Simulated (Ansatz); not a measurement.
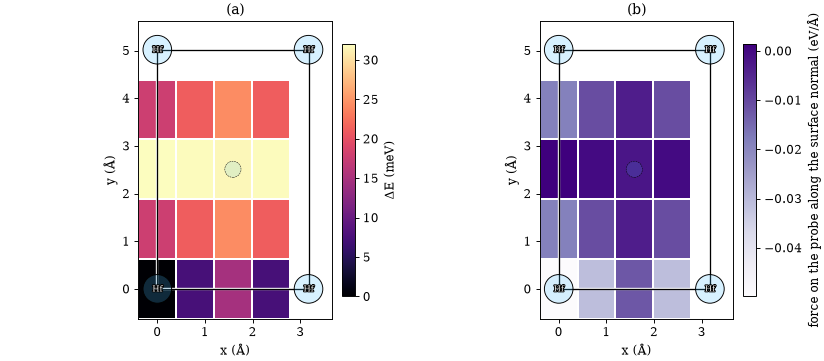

CO on a Hf(100) slab cut from the P6_3/mmc phase, its upper half relaxed before the scan (8 atoms of substrate and one adsorbate in a 2 × 1 cell). CO (O end down) is moved over the surface cell at a fixed height above a rigid substrate; the origin of the map has the adsorbate above Hf7; the height is held at 3.60 Å. Places are given modulo a cell vector. The map is drawn in real space over the plane of the surface. The scan uses a 4 × 4 grid; 9 points were computed and 7 follow by symmetry. Places are given in fractions of the 1 × 1 surface cell. Energies: meV, counted from the lowest grid point. At a fixed height the lowest place need not be the adsorption site. Computed with Ansatz 0.2.0, DFT PBE+D3(BJ), scalar-relativistic, plane waves, PAW. Settings: cutoff 420 eV, k-mesh 4×6×1, gaussian smearing 0.1 eV, no spin polarisation.

Panel (a) is the energy and panel (b) the computed force on the probe along the surface normal on the same grid.

In the figure: one coloured cell a grid point, labelled circles for the atoms of the top layer and small ones for the second layer, the outline of one cell of the plane.

**How does the force on the probe along the surface normal vary over the map, and what is it at the lowest grid point?**

It runs from −0.05 eV/Å at the top site over a surface Hf atom, (0/4, 0/4) of the cell vectors to 0.00 eV/Å at the trough between two rows of top atoms, (0/4, 2/4) of the cell vectors. At the lowest grid point, the top site over a surface Hf atom, (0/4, 0/4) of the cell vectors, it is −0.05 eV/Å.
